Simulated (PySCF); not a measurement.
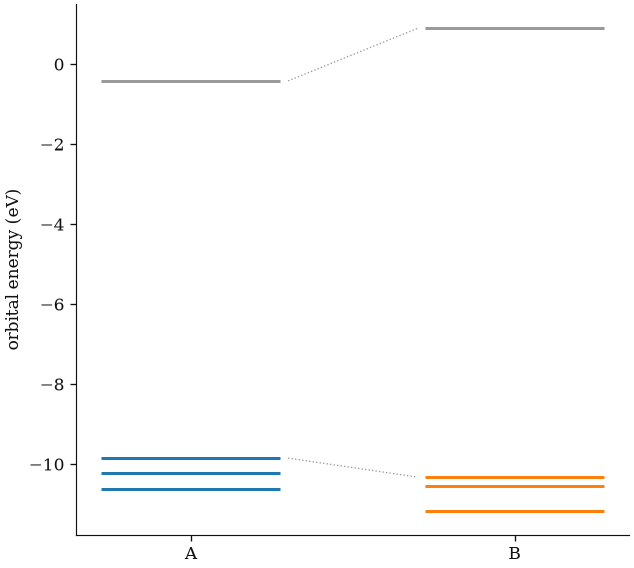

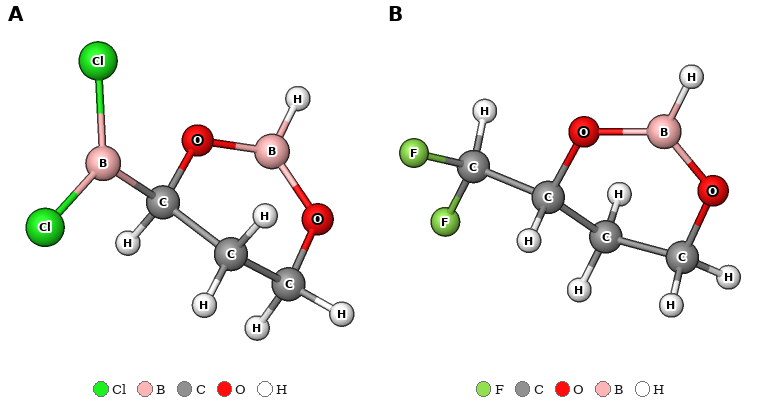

Related molecules: A is C₃H₆B₂Cl₂O₂, SMILES ClB(Cl)[C@@H]1CCOBO1; B is C₄H₇BF₂O₂, SMILES FC(F)[C@H]1CCOBO1. Frontier orbital energies, CAM-B3LYP/def2-SVPD, PySCF, at a GFN2-xTB geometry (no frequency check); drawn are at most three filled levels and, in grey, the LUMO with any level within 0.03 eV of it; dotted lines join the HOMOs and the LUMOs.

Question: What does the change do to the frontier levels?

Answer: From A to B the HOMO falls by 0.48 eV and the LUMO rises by 1.32 eV, so the separation goes from 9.43 to 11.22 eV.

Limits of at least one run: empty levels above zero depend strongly on the basis; one conformer of a flexible molecule; the tight-binding geometry is rougher than a DFT one and adds to the error.
